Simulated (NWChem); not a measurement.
**C8H6BF3Se (SMILES CC#CB1C=CC=C(C(F)(F)F)[Se]1): levels of theory compared**

We compute a comparison of 3 runs (HF/STO-3G, PBE/6-31G, B3LYP/6-31G*) of C8H6BF3Se. 

The calculation is run with NWChem 7.3.0.

**1. The system as given**

C8H6BF3Se has 19 atoms, charge 0, and is taken as a singlet. SMILES: `CC#CB1C=CC=C(C(F)(F)F)[Se]1`. Geometry: a GFN2-xTB relaxation, a rough one for these elements and not checked as a minimum.

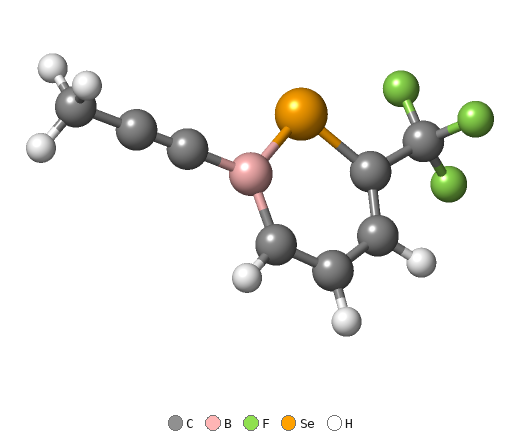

Viewed from a chosen angle; carbon grey, boron pink, fluorine green, selenium orange, hydrogen white.

**2. Energy and gradient at HF/STO-3G (run 1)**

File c8h6bf3se.nw:

```
start c8h6bf3se
title "C8H6BF3Se gradient"
memory total 2900 mb

geometry units angstrom noautosym nocenter noautoz
   C    -4.691370    0.539980    0.007390
   C    -3.265670    0.318170   -0.005360
   C    -2.071410    0.132400   -0.011400
   B    -0.592080   -0.120970   -0.016380
   C    -0.009070   -1.527790   -0.007130
   C     1.316260   -1.833670   -0.003080
   C     2.371230   -0.884390   -0.009600
   C     2.215590    0.463920   -0.031270
   C     3.433200    1.334320    0.000980
   F     4.453100    0.840000   -0.718430
   F     3.908390    1.497310    1.251970
   F     3.194080    2.567540   -0.470330
   Se    0.600050    1.392940   -0.033100
   H    -4.930800    1.477850   -0.493630
   H    -5.044170    0.591640    1.037610
   H    -5.204180   -0.277700   -0.499210
   H    -0.692390   -2.369090   -0.000920
   H     1.626540   -2.871230    0.006930
   H     3.382720   -1.271230   -0.005040
end

basis spherical bse
   * library STO-3G
end

scf
   singlet
   rhf
   thresh 1e-08
   maxiter 80
end

task scf gradient
```

Launch:

```sh
$ nwchem c8h6bf3se.nw > c8h6bf3se.out
```

Output:

```text
[...]
  functions       =    84
[...]
  wavefunction    = RHF
[...]
         Total SCF energy =  -2994.754029386449
      One-electron energy =  -6336.237701774219
      Two-electron energy =   2261.005900868716
 Nuclear repulsion energy =   1080.477771519054
        Time for solution =     60.0s
[...]
                         RHF ENERGY GRADIENTS
    atom               coordinates                        gradient
                 x          y          z           x          y          z
   1 C      -8.865404   1.020414   0.013965    0.028848  -0.004573   0.000139
   2 C      -6.171221   0.601254  -0.010129   -0.114078   0.017685   0.000295
   3 C      -3.914397   0.250200  -0.021543    0.083524  -0.012437  -0.000330
   4 B      -1.118869  -0.228600  -0.030954   -0.009994  -0.002445  -0.000105
   5 C      -0.017140  -2.887104  -0.013474   -0.019092   0.005665  -0.000104
   6 C       2.487371  -3.465134  -0.005820    0.045986   0.011156  -0.000148
   7 C       4.480975  -1.671255  -0.018141   -0.018487  -0.052189   0.001551
   8 C       4.186858   0.876682  -0.059092    0.031831   0.050920  -0.000754
   9 C       6.487807   2.521499   0.001852   -0.015037  -0.010199  -0.001830
  10 F       8.415139   1.587370  -1.357636   -0.030442   0.023413   0.026419
  11 F       7.385786   2.829506   2.365880   -0.009877  -0.000982  -0.042786
[...]
```

It took 65 s on 1 thread of AMD EPYC 7R13 (Zen 3), shared host; peak memory 0.095 GiB.

**3. Energy and gradient at PBE/6-31G (run 2)**

File struct.xyz:

```xyz
19

C     -4.691370     0.539980     0.007390
C     -3.265670     0.318170    -0.005360
C     -2.071410     0.132400    -0.011400
B     -0.592080    -0.120970    -0.016380
C     -0.009070    -1.527790    -0.007130
C      1.316260    -1.833670    -0.003080
C      2.371230    -0.884390    -0.009600
C      2.215590     0.463920    -0.031270
C      3.433200     1.334320     0.000980
F      4.453100     0.840000    -0.718430
F      3.908390     1.497310     1.251970
F      3.194080     2.567540    -0.470330
Se     0.600050     1.392940    -0.033100
H     -4.930800     1.477850    -0.493630
H     -5.044170     0.591640     1.037610
H     -5.204180    -0.277700    -0.499210
H     -0.692390    -2.369090    -0.000920
H      1.626540    -2.871230     0.006930
H      3.382720    -1.271230    -0.005040
```

File struct.nw:

```
start struct
memory total 2900 mb

geometry units angstroms noautosym nocenter noautoz
load struct.xyz
end

basis spherical bse
* library 6-31G
end

dft
xc xpbe96 cpbe96
grid fine
convergence energy 1e-08
iterations 100
mulliken
end

task dft gradient
```

Launch:

```sh
$ nwchem struct.nw > struct.out
```

Output:

```text
[...]
          Wavefunction type:  closed shell.
          No. of atoms     :    19
          No. of electrons :   120
[...]
          Charge           :     0
          Spin multiplicity:     1
[...]
          AO basis - number of functions:   147
[...]
              XC Information
              --------------
          PerdewBurkeErnzerhof Exchange Functional  1.000
            Perdew 1991 LDA Correlation Functional  1.000 local
           PerdewBurkeErnz. Correlation Functional  1.000 non-local
[...]
 d= 0,ls=0.0,diis     1  -3032.4595524013 -4.11D+03  2.58D-02  2.63D+00    16.1
[...]
 d= 0,ls=0.0,diis    13  -3032.7878858489 -4.71D-09  5.30D-07  4.71D-09   141.2
         Total DFT energy =    -3032.787885848892
      One electron energy =    -6360.366712369175
           Coulomb energy =     2414.417220723637
    Exchange-Corr. energy =     -167.316165722410
 Nuclear repulsion energy =     1080.477771519055
[...]
      Total Density - Mulliken Population Analysis
     ---------------------------------------------
    Atom       Charge   Shell Charges
 -----------   ------   -------------------------------------------------------
    1 C    6     6.53   2.00  0.67  2.18  0.66  1.02
    2 C    6     5.84   2.00  0.70  2.03  0.43  0.67
    3 C    6     6.21   2.00  0.69  2.05  0.79  0.69
    4 B    5     5.13   2.00  0.57  1.56  0.37  0.64
    5 C    6     6.16   2.00  0.70  2.07  0.60  0.80
    6 C    6     6.16   2.00  0.71  2.08  0.51  0.86
    7 C    6     6.07   2.00  0.71  2.10  0.48  0.78
    8 C    6     6.37   2.00  0.69  2.06  0.60  1.03
    9 C    6     5.37   2.00  0.76  1.95  0.20  0.46
   10 F    9     9.23   2.00  0.94  3.30  1.06  1.93
[...]
  wavefunction    = closed shell
                         DFT ENERGY GRADIENTS
    atom               coordinates                        gradient
                 x          y          z           x          y          z
   1 C      -8.865404   1.020414   0.013965   -0.006089   0.001106   0.000696
   2 C      -6.171221   0.601254  -0.010129    0.038649  -0.005846  -0.000173
   3 C      -3.914397   0.250200  -0.021543   -0.049254   0.004068   0.000408
   4 B      -1.118869  -0.228600  -0.030954    0.013309   0.016142  -0.000962
   5 C      -0.017140  -2.887104  -0.013474    0.012668  -0.008379   0.000164
   6 C       2.487371  -3.465134  -0.005820   -0.011735   0.004169  -0.000750
   7 C       4.480975  -1.671255  -0.018141   -0.000304   0.003503   0.000662
   8 C       4.186858   0.876682  -0.059092   -0.015694  -0.004361   0.000936
   9 C       6.487807   2.521499   0.001852    0.032590   0.021577  -0.001018
  10 F       8.415139   1.587370  -1.357636   -0.039416   0.026961   0.031872
  11 F       7.385786   2.829506   2.365880   -0.015400  -0.003426  -0.053395
[...]
```

Run time: 2.8 min. Hardware: 1 thread of AMD EPYC 7R13 (Zen 3), shared host; peak memory 0.14 GiB.

**4. Energy and forces at B3LYP/6-31G(d) (spherical functions) (run 3)**

File c8h6bf3se.nw:

```
start c8h6bf3se
memory stack 1160 mb heap 290 mb global 1450 mb

geometry noautosym nocenter noautoz
  C     -4.691370     0.539980     0.007390
  C     -3.265670     0.318170    -0.005360
  C     -2.071410     0.132400    -0.011400
  B     -0.592080    -0.120970    -0.016380
  C     -0.009070    -1.527790    -0.007130
  C      1.316260    -1.833670    -0.003080
  C      2.371230    -0.884390    -0.009600
  C      2.215590     0.463920    -0.031270
  C      3.433200     1.334320     0.000980
  F      4.453100     0.840000    -0.718430
  F      3.908390     1.497310     1.251970
  F      3.194080     2.567540    -0.470330
  Se     0.600050     1.392940    -0.033100
  H     -4.930800     1.477850    -0.493630
  H     -5.044170     0.591640     1.037610
  H     -5.204180    -0.277700    -0.499210
  H     -0.692390    -2.369090    -0.000920
  H      1.626540    -2.871230     0.006930
  H      3.382720    -1.271230    -0.005040
end

basis spherical bse
  * library 6-31G*
end

dft
  xc b3lyp
  grid fine
  convergence energy 1e-08
  iterations 100
  mulliken
end

task dft gradient
```

Launch:

```sh
$ nwchem c8h6bf3se.nw > c8h6bf3se.out
```

Output:

```text
[...]
          Wavefunction type:  closed shell.
          No. of atoms     :    19
          No. of electrons :   120
[...]
          Charge           :     0
          Spin multiplicity:     1
[...]
          AO basis - number of functions:   212
[...]
              XC Information
              --------------
                         B3LYP Method XC Potential
                     Hartree-Fock (Exact) Exchange  0.200
                        Slater Exchange Functional  0.800 local
                    Becke 1988 Exchange Functional  0.720 non-local
              Lee-Yang-Parr Correlation Functional  0.810
                  VWN I RPA Correlation Functional  0.190 local
[...]
 d= 0,ls=0.0,diis     1  -3033.8135319465 -4.11D+03  1.09D-02  2.46D+00    15.8
[...]
 d= 0,ls=0.0,diis    12  -3034.0957525152 -3.39D-09  3.26D-07  7.60D-09   159.5
         Total DFT energy =    -3034.095752515238
      One electron energy =    -6360.641139371332
           Coulomb energy =     2414.502829149390
    Exchange-Corr. energy =     -168.435213812352
 Nuclear repulsion energy =     1080.477771519054
[...]
      Total Density - Mulliken Population Analysis
     ---------------------------------------------
    Atom       Charge   Shell Charges
 -----------   ------   -------------------------------------------------------
    1 C    6     6.57   2.00  0.67  2.17  0.64  1.06  0.04
    2 C    6     5.74   2.00  0.69  2.00  0.51  0.52  0.03
    3 C    6     6.17   2.00  0.67  2.02  0.86  0.60  0.02
    4 B    5     5.00   2.00  0.57  1.53  0.37  0.49  0.05
    5 C    6     6.17   2.00  0.69  2.06  0.56  0.83  0.03
    6 C    6     6.13   2.00  0.70  2.06  0.49  0.84  0.04
    7 C    6     6.13   2.00  0.69  2.09  0.49  0.83  0.04
    8 C    6     6.13   2.00  0.69  2.05  0.57  0.79  0.04
    9 C    6     5.12   2.00  0.71  1.83  0.07  0.35  0.16
   10 F    9     9.29   2.00  0.94  3.32  1.03  1.99  0.02
[...]
  wavefunction    = closed shell
                         DFT ENERGY GRADIENTS
    atom               coordinates                        gradient
                 x          y          z           x          y          z
   1 C      -8.865404   1.020414   0.013965   -0.000666   0.000216   0.000495
   2 C      -6.171221   0.601254  -0.010129    0.007266  -0.001270  -0.000082
   3 C      -3.914397   0.250200  -0.021543   -0.014544  -0.000949   0.000252
   4 B      -1.118869  -0.228600  -0.030954    0.005467   0.011129  -0.000838
   5 C      -0.017140  -2.887104  -0.013474    0.004072  -0.002335   0.000062
   6 C       2.487371  -3.465134  -0.005820   -0.000689   0.003208  -0.000663
   7 C       4.480975  -1.671255  -0.018141   -0.002788  -0.003676   0.000879
   8 C       4.186858   0.876682  -0.059092   -0.007459   0.000692   0.000540
   9 C       6.487807   2.521499   0.001852   -0.009131  -0.006570  -0.003276
  10 F       8.415139   1.587370  -1.357636   -0.003748   0.008276   0.006096
  11 F       7.385786   2.829506   2.365880    0.001084   0.001671  -0.008552
[...]
```

It took 3.3 min on 1 thread of AMD EPYC 7R13 (Zen 3), shared host; peak memory 0.16 GiB.

**5. All runs side by side**

```
run                               level  iteration cap  module   energy (Eh)  dipole moment (D)  HOMO energy (eV)  LUMO energy (eV)  wall time
  1                           HF/STO-3G             80     scf  -2994.754029               2.52             -6.98              4.18       65 s
  2                           PBE/6-31G            100     dft  -3032.787886               3.58             -5.84             -2.82    2.8 min
  3  B3LYP/6-31G* (spherical functions)            100     dft  -3034.095753               3.12             -6.46             -2.14    3.3 min
```

**6. What came out**

| quantity | value |
| --- | --- |
| run 3: total energy | -3034.09575 Eh |
| run 3: dipole moment | 3.12 D |
| run 3: HOMO energy | -6.46 eV |
| run 3: LUMO energy | -2.14 eV |
| run 3: HOMO–LUMO gap | 4.32 eV |
| run 3: largest force on an atom | 0.750 eV/Å |

In words: The dipole moment (its size) runs from 2.52 D (HF/STO-3G) to 3.58 D (PBE/6-31G). The two ends differ in method and basis. The HOMO–LUMO gap runs from 3.02 eV (PBE/6-31G) to 11.16 eV (HF/STO-3G). Totals of different functionals can't be ranked against each other. In run 1 the basis is minimal, so the values are rough. All runs together took 7.2 min, the longest 3.3 min.
